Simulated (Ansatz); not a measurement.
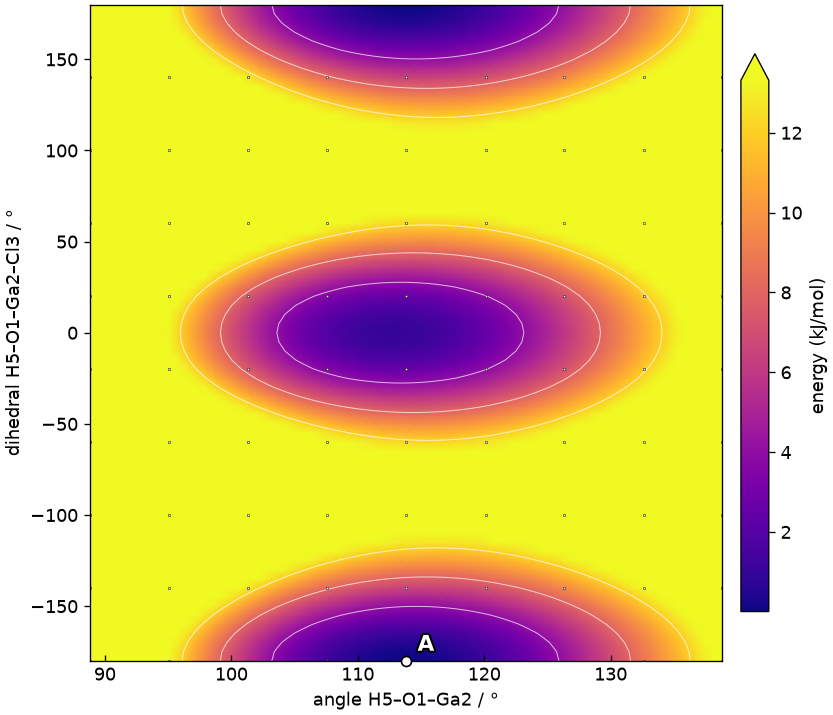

BrClGaHO, SMILES [OH][Ga]([Cl])[Br]. First axis: angle H5–O1–Ga2. Second axis: dihedral H5–O1–Ga2–Cl3. Nothing is relaxed (all other coordinates rigid). Grid: 9 × 9 points; 45 points were computed and 36 follow by symmetry. Energies: kJ/mol, counted from the lowest grid point. All numbers below come from Ansatz 0.2.0, RKS PBE0-D4/def2-SVP.

The picture shows a smooth colour map with a few white contour lines, dots at the grid points, one colour for all values above the top of the scale, the well A. Between grid points the surface is interpolated.

Q: Estimate the position of the minimum and the force constants in these coordinates. Take the well at A.

A: The interpolated minimum is at angle H5–O1–Ga2 ≈ 113.8°, dihedral H5–O1–Ga2–Cl3 ≈ −180°. The curvatures there are about 2.1 eV/rad² and 0.35 eV/rad², with a cross term of about 0 eV/rad². Round the minimum the two coordinates are nearly uncoupled. (1 eV is 96.5 kJ/mol.)
